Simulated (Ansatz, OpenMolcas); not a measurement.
## Predicting a hybrid from its neighbours: SiH4O4 (orthosilicic acid)

SiH4O4: 9 atoms, total charge 0, spin state singlet. SMILES: `O[Si](O)(O)O`. The coordinates come from a PBE0-D4/def2-TZVP relaxation. This is one conformer, not always the lowest.

The HOMO–LUMO gap y, in eV, basis def2-SVP; a is the functional's share of exact exchange. Programs: Ansatz 0.2.0, OpenMolcas 26.06.

```
functional     program     a  y (eV)
      TPSS  OpenMolcas     0    7.45
    revPBE      Ansatz     0    7.10
     B3LYP      Ansatz   0.2       ?
      PBE0      Ansatz  0.25    9.92
   r2SCAN0      Ansatz  0.25   10.79
     BHLYP      Ansatz   0.5   12.41
```

Q: Fit y = c + s·a to the known rows and predict B3LYP.

A: 
1. Means of the 5 rows: a = 0.2000, y = 9.534.
2. Σ(Δa)² = 0.175, Σ(Δa·Δy) = 1.8485, so the slope is 1.8485/0.175 = 10.563.
3. Intercept: 9.534 − (10.563) × 0.2000 = 7.421. The largest residual of the fit is 0.73.
4. B3LYP: 7.421 + (10.563) × 0.2 = 9.53 eV.

The run gave 9.15 eV, so the prediction is off by +0.38 eV, within the scatter of the fit. Exact exchange lowers occupied levels and raises empty ones. The rows mix families of semi-local functionals, which the line can't see.

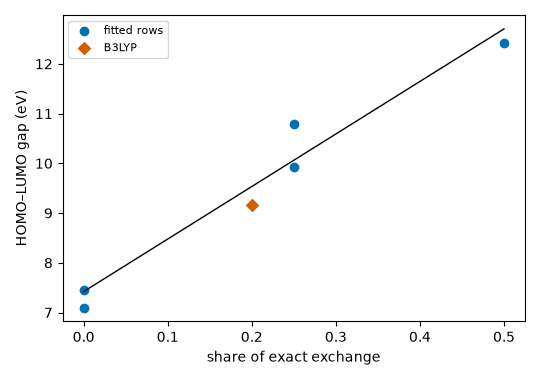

The fitted line, with the withheld row.
